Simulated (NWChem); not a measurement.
# UPBE0/pcseg-1 run of BNH2Cl (SMILES N[B]Cl)

Aim: the vertical ionisation energy of BNH2Cl at UPBE0/pcseg-1, from 2 runs. 

The results are computed with NWChem 7.3.0.

### 1 The system as given

BNH2Cl has 5 atoms, charge 0, and is taken as a doublet. As SMILES, `N[B]Cl`. The shape is that of a PBE0-D4/def2-TZVP optimisation. This is one conformer, not always the lowest.

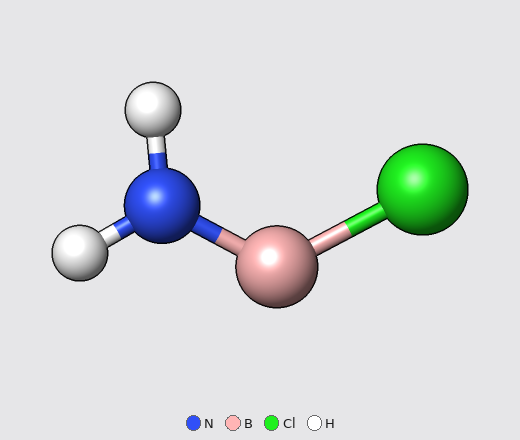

Viewed from a chosen angle; nitrogen blue, boron pink, chlorine green, hydrogen white.

### 2 A single-point energy at UPBE0/pcseg-1

mol.nw reads:

```
START mol
TITLE "BClH2N energy"
memory total 2200 mb
charge 0

GEOMETRY noautosym nocenter noautoz
N    -0.334000    0.412100   -0.256700
B    -0.098400   -0.544600    0.704400
Cl    1.343200   -1.526200    0.784600
H    -1.176700    0.959900   -0.273100
H     0.315800    0.625100   -1.000600
END

BASIS spherical bse
* library pcseg-1
END

DFT
xc pbe0
mult 2
grid fine
convergence energy 1e-08
maxiter 100
mulliken
noprint "final vectors analysis"
END

TASK dft energy
```

Run with:

```
nwchem mol.nw > mol.out
```

Log:

```text
[...]
          Wavefunction type:  spin polarized.
          No. of atoms     :     5
          No. of electrons :    31
[...]
          Charge           :     0
          Spin multiplicity:     2
[...]
          AO basis - number of functions:    56
[...]
              XC Information
              --------------
                         PBE0 Method XC Functional
                     Hartree-Fock (Exact) Exchange  0.250
          PerdewBurkeErnzerhof Exchange Functional  0.750
            Perdew 1991 LDA Correlation Functional  1.000 local
           PerdewBurkeErnz. Correlation Functional  1.000 non-local
[...]
 d= 0,ls=0.0,diis     1   -540.6795058181 -6.18D+02  1.10D-02  9.29D-02     0.6
[...]
 d= 0,ls=0.0,diis    11   -540.7337299259 -8.86D-09  3.82D-07  3.80D-10     4.8
[...]
         Total DFT energy =     -540.733729925939
      One electron energy =     -898.041918822082
           Coulomb energy =      319.418676398960
    Exchange-Corr. energy =      -39.728569223392
 Nuclear repulsion energy =       77.618081720576
[...]
      Total Density - Mulliken Population Analysis
     ---------------------------------------------
    Atom       Charge   Shell Charges
 -----------   ------   -------------------------------------------------------
    1 N    7     7.36   1.99  0.81  0.57  2.54  1.43  0.01
    2 B    5     4.81   1.99  0.67  0.36  1.45  0.27  0.06
    3 Cl  17    17.24   2.00  1.99  1.24  0.71  5.99  3.85  1.43  0.03
    4 H    1     0.79   0.72  0.03  0.04
    5 H    1     0.81   0.71  0.06  0.04
[...]
      <S2> =      0.7533 (Exact =     0.7500)
[...]
```

Wall time 5.4 s (1 thread of AMD EPYC 9R45 (Zen 5), shared host); peak memory 0.11 GiB.

### 3 The singlet cation at the same level

input.nw reads:

```
start input
memory 2200 mb
charge 1

geometry units atomic noautosym nocenter noautoz
N     -0.63116853     0.77875614    -0.48509270
B     -0.18594905    -1.02914485     1.33112308
Cl     2.53828013    -2.88410001     1.48267912
H     -2.22364073     1.81394811    -0.51608420
H      0.59677551     1.18126780    -1.89085996
end

basis spherical bse
* library pcseg-1
end

dft
xc pbe0
grid fine
convergence energy 1e-08
iterations 100
mulliken
print low
end

task dft
```

Run with:

```
nwchem input.nw > input.out
```

Log:

```text
[...]
 d= 0,ls=0.0,diis     1   -540.2037411956 -6.18D+02  4.75D-02  1.74D+00     0.4
[...]
 d= 0,ls=0.0,diis    11   -540.4212022351 -6.81D-10  3.32D-07  5.59D-10     3.3
         Total DFT energy =     -540.421202235064
      One electron energy =     -889.681762855235
           Coulomb energy =      311.023120422015
    Exchange-Corr. energy =      -39.380635908223
 Nuclear repulsion energy =       77.618076106379
[...]
      Total Density - Mulliken Population Analysis
     ---------------------------------------------
    Atom       Charge   Shell Charges
 -----------   ------   -------------------------------------------------------
    1 N    7     7.29   1.99  0.81  0.58  2.54  1.35  0.01
    2 B    5     4.36   1.99  0.70  0.11  1.35  0.15  0.06
    3 Cl  17    16.90   2.00  1.99  1.28  0.69  5.99  3.77  1.14  0.03
    4 H    1     0.73   0.69  0.00  0.04
    5 H    1     0.71   0.67  0.00  0.04
[...]
```

Wall time 3.9 s (1 thread of AMD EPYC 9R45 (Zen 5), shared host); peak memory 0.11 GiB.

### 4 Outcome

At UPBE0/pcseg-1:

```
                                          quantity          value
                      doublet BNH2Cl: total energy  -540.73373 Eh
                     doublet BNH2Cl: dipole moment         3.00 D
                              doublet BNH2Cl: ⟨S²⟩          0.753
                      singlet cation: total energy  -540.42120 Eh
vertical ionisation energy (to the singlet cation)       8.504 eV
```

**Reading.** Removing an electron at fixed nuclei costs 8.50 eV (196 kcal/mol). Only the singlet of the ionised species was computed; a triplet could lie lower.
